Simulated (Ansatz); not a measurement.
## Two runs on C2H5F3Si

System: C2H5F3Si.
Method of the first run: RKS B2PLYP (frozen core)/def2-TZVPP (Ansatz 0.2.0).

The geometry comes from this level: PBE0-D4/def2-TZVP. Text and figures count atoms from 1; the logs count them from 0 in places.

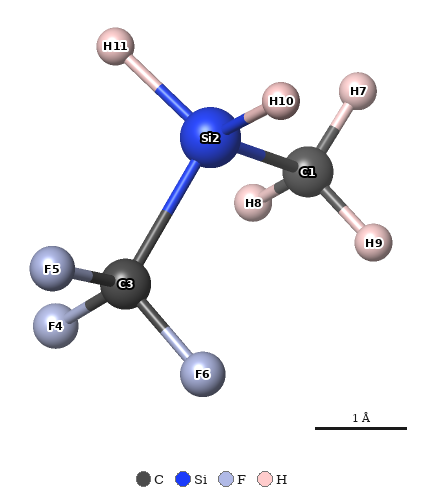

The structure (ball-and-stick view, seen at a tilt; atoms are numbered from 1 in the order of the input).

**Input file, the first run**
```yaml
crystal:
  periodic: [false, false, false]
  atoms:
    - {symbol: C, position_ang: [-0.349503, -1.159823, 1.051027]}
    - {symbol: Si, position_ang: [0.666749, -0.359064, -0.284474]}
    - {symbol: C, position_ang: [-0.163032, 1.324630, -0.749836]}
    - {symbol: F, position_ang: [-1.424984, 1.155787, -1.194779]}
    - {symbol: F, position_ang: [0.502619, 1.984658, -1.713676]}
    - {symbol: F, position_ang: [-0.238628, 2.156051, 0.309468]}
    - {symbol: H, position_ang: [0.087455, -2.116593, 1.345262]}
    - {symbol: H, position_ang: [-1.368048, -1.341872, 0.702084]}
    - {symbol: H, position_ang: [-0.396661, -0.519374, 1.934167]}
    - {symbol: H, position_ang: [2.043117, -0.026976, 0.157419]}
    - {symbol: H, position_ang: [0.706214, -1.154325, -1.535861]}
basis:
  gaussian: {orbitals: def2-TZVPP}
hamiltonian: {xc: {name: B2PLYP}}
```

Hardware: 4 CPU threads, shared host.

**Output (the first run)**
```
Functional definition: B2PLYP
  parameter a = 0.53
  parameter c = 0.27
  exchange = (1 - a)*b88_x + a*exact_x
  correlation = (1 - c)*lyp_c + c*(mp2_os + mp2_ss)
1637 factors; integrals over basis functions are off by at most 1.1e-3 eV
mean field evaluation 1: about -18163.7426 eV, gradient 5.3e1 eV
mean field evaluation 2: about -18163.8807 eV, gradient 5.3e1 eV
mean field evaluation 4: about -18168.7497 eV, gradient 4.3e0 eV
mean field evaluation 8: about -18168.7900 eV, gradient 3.3e-1 eV
mean field evaluation 16: about -18168.7902 eV, gradient 5.5e-5 eV
mean field -18168.79020589 eV, -667.6907248183 hartree, gradient 3.4e-6 eV, S^2 0.000000; 0 other end points of the search recorded, 0 dependent functions left out
10 core orbitals not correlated: weight in the atoms' cores, before any rotation towards them, 1.000 or more for the frozen orbitals, at most 0.000 for the correlated occupied ones
reference -18168.79036348 eV, -667.6907306096 hartree; 19, 19 occupied and 238, 238 virtual orbitals, 1637 factors
second order -39.11950764 eV of doubles, -0.00000000 eV of singles
Total energy: -18179.35263055 eV, -668.0788867648 hartree
```

For the second run the input was changed thus:
```diff
-hamiltonian: {xc: {name: B2PLYP}}
+hamiltonian: {xc: {name: PBE-QIDH}}
```

How does the second run compare with the first run?

The total energies belong to different methods, so their difference says nothing on which is more stable or more accurate. The functional changes from B2PLYP to PBE-QIDH.

**Output (the second run)**
```
Functional definition: PBE-QIDH
  parameter a = 3^(-1/3)
  parameter c = 1/3
  exchange = (1 - a)*pbe_x + a*exact_x
  correlation = (1 - c)*pbe_c + c*(mp2_os + mp2_ss)
1637 factors; integrals over basis functions are off by at most 1.1e-3 eV
mean field evaluation 1: about -18155.1589 eV, gradient 4.7e1 eV
mean field evaluation 2: about -18155.3411 eV, gradient 4.8e1 eV
mean field evaluation 4: about -18159.4711 eV, gradient 3.6e0 eV
mean field evaluation 8: about -18159.5092 eV, gradient 2.9e-1 eV
mean field evaluation 16: about -18159.5094 eV, gradient 7.1e-5 eV
mean field -18159.50940706 eV, -667.3496617520 hartree, gradient 3.8e-6 eV, S^2 0.000000; 0 other end points of the search recorded, 0 dependent functions left out
10 core orbitals not correlated: weight in the atoms' cores, before any rotation towards them, 1.000 or more for the frozen orbitals, at most 0.000 for the correlated occupied ones
reference -18159.50941826 eV, -667.3496621636 hartree; 19, 19 occupied and 238, 238 virtual orbitals, 1637 factors
second order -36.53361530 eV of doubles, -0.00000000 eV of singles
Total energy: -18171.68729003 eV, -667.7971906966 hartree
```

**The two runs side by side**

| quantity | the first run | the second run |
| --- | --- | --- |
| outcome | converged | converged |
| total energy (hartree) | −668.078887 | −667.797191 |
| basis functions | 267 | 267 |
| wall time (shared host) | 4.9 s | 4.9 s |
